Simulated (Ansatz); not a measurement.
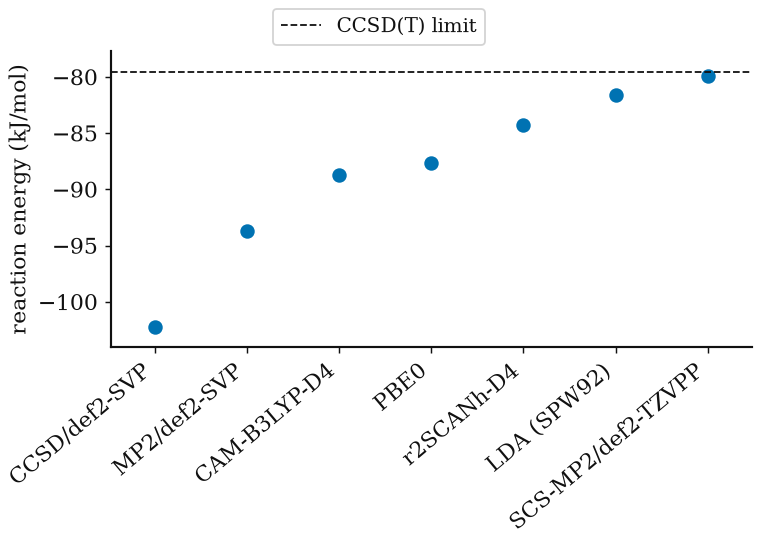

Electronic reaction energy of CH₅InSe (C[Se][InH2]) + H₂ ([H][H]) → InH₃Se ([SeH][InH2]) + CH₄ (C) (SMILES in brackets) at several levels (functionals in def2-TZVPP unless a basis is named), isolated molecules at PBE0-D4 triple-zeta geometries, minima by their frequencies, no zero-point or thermal terms, the Ansatz code 0.2.0. The line is frozen-core CCSD(T) at the basis limit (MP2 extrapolated from triple and quadruple zeta, plus CCSD(T) less MP2 in a smaller set). No dispersion term is added to PBE0. The distance of CCSD/def2-SVP, MP2/def2-SVP and SCS-MP2/def2-TZVPP to the limit includes basis error. Core potentials past Kr.

What range do the values span, the line included?

Answer. From −102.2 kJ/mol (CCSD/def2-SVP) to −79.5 kJ/mol (CCSD(T) limit).

Which level comes closest to the line (CCSD(T) limit), and which misses most?

Answer. Closest SCS-MP2/def2-TZVPP (−79.9 kJ/mol), against −79.5 kJ/mol; farthest CCSD/def2-SVP (−102.2 kJ/mol).

Note: no scalar relativity up to krypton; outer-core shells are correlated without core-valence functions, which makes the correlated values less sure; spin-orbit coupling is left out, and with In it can shift these values.
